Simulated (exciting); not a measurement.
Consider BiBrO, space group P4/nmm.

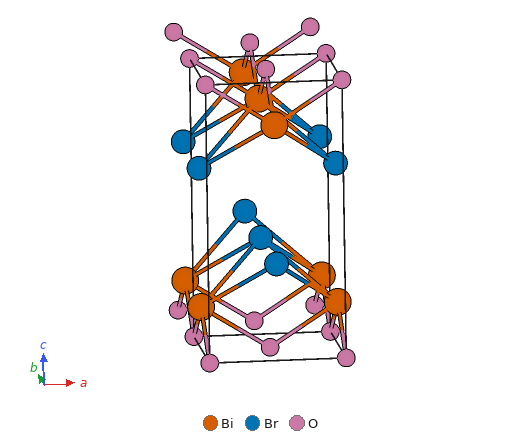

The structure (bismuth orange, bromine blue, oxygen pink). 1×2×1 cells are drawn. Some periodic images of atoms are drawn too.

```xyz
6
Lattice="3.9160 0.0000 0.0000 0.0000 3.9160 0.0000 0.0000 0.0000 8.0770" Properties=species:S:1:pos:R:3 pbc="T T T"
Bi    1.9580    0.0000    6.8331
Bi    0.0000    1.9580    1.2439
Br    1.9580    0.0000    2.8027
Br    0.0000    1.9580    5.2743
O     1.9580    1.9580    0.0000
O     0.0000    0.0000    0.0000
```

Absorber: atom 3, with 4 Bi at 3.18 Å, 4 O at 3.42 Å, 4 Br at 3.71 Å, 4 Br at 3.92 Å and 2 Bi at 4.03 Å (18-fold, site symmetry 4mm). Method: exciting, all-electron LAPW+lo, LDA, exchange and screened direct term (singlet BSE), 3×3×2 shifted k points, 42 conduction bands, |G+q| up to 3 bohr⁻¹, full RPA screening with nempty = 75, Lorentzian half width 1.26 eV.

The database entry behind the starting cell differs from later determinations by our own check (0.1 to 0.3 % short, probably kX units), so it need not match the best structure at ambient conditions.

Question: What does the Br K spectrum look like, and is there a bound core exciton?

Bound core exciton? Undecided on this mesh: the first bright state (over 5 % of the brightest) lies at -0.13 eV from the Kohn–Sham onset and at -0.54 eV from the lowest bare transition of its own mesh. Maxima (height): 1.4 eV (1.00), 6.5 eV (0.80) and 15.0 eV (0.62).

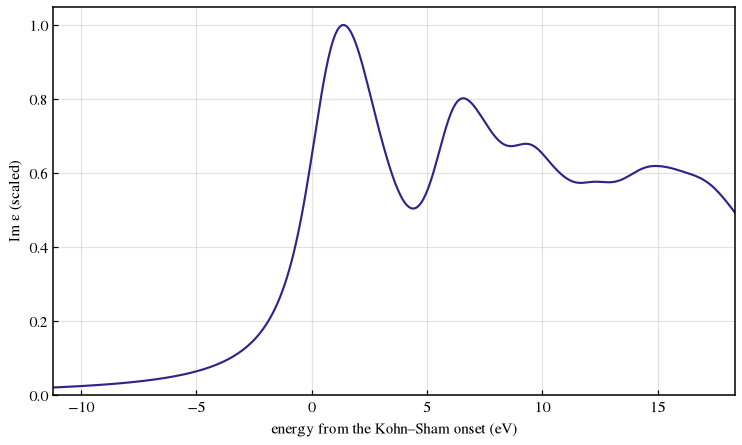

Energy from the Kohn–Sham onset, core level to the lowest empty state found on the meshes used; Im ε in relative units.

With 18 k points the binding energies are rough, and fine structure above the first lines is partly noise of the mesh. Exchange and the short-range direct term aren't converged in the kernel cutoff. The zero comes from the unshifted 4×4×2 ground-state mesh; it is exact only where the band minimum lies on that mesh. The Kohn–Sham onset, 13286 eV, is no photon energy: the scale needs a rigid shift. No quasiparticle correction widens the gap or stretches the bands. Vibrations and energy-dependent lifetimes are left out. The structure is a published determination, not relaxed.

[Banner, clock and machine lines of the logs are left out without a mark of their own.]

[Logs are printed without paths, hosts, clocks, repeated set-up lines and the standing remarks that a program may print on its own settings, such as how far it seeks lower states.]

[Hosts, paths, dates, database ids (printed as entryN), source tags and the programs' standing remarks are cut or masked in the printed files.]
